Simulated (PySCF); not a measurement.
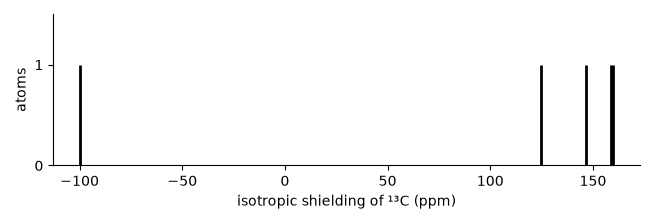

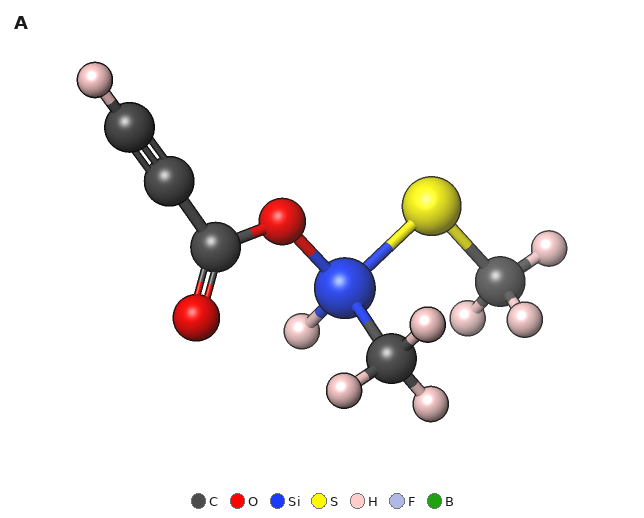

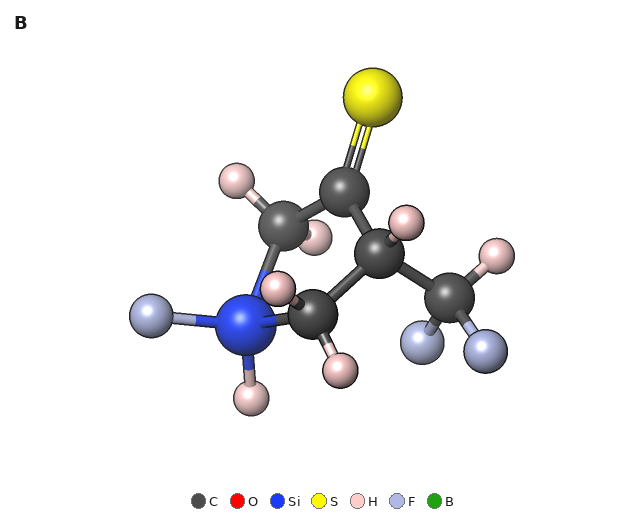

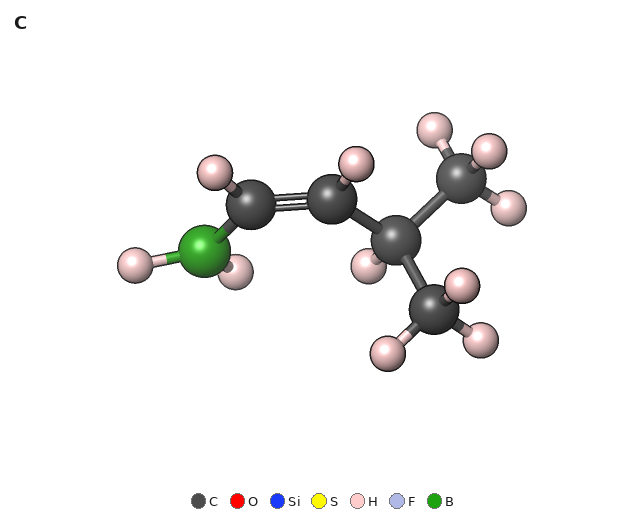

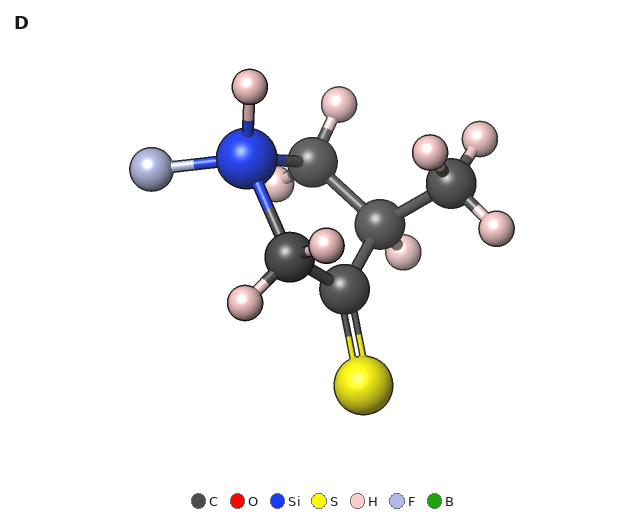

The sticks are computed shieldings of one of the molecules, for one fixed geometry (GFN2-xTB) without averaging over rotations. Low shielding means a high chemical shift. Method: GIAO PBE0/pcSseg-1 NMR shielding, non-relativistic, gas phase (PySCF 2.14.0).

Question: Which molecule gives this pattern?

Answer: D, `C[C@@H]1C[Si@@H](F)CC1=S`. Its 5 C atoms give lines at −99.9, 124.8, 146.7, 158.7, 159.7 ppm.

The geometry is semi-empirical. Around B, Si such bond lengths and angles can be off by a tenth of an ångström or more and by several degrees, and values that hang on the shape move with them.
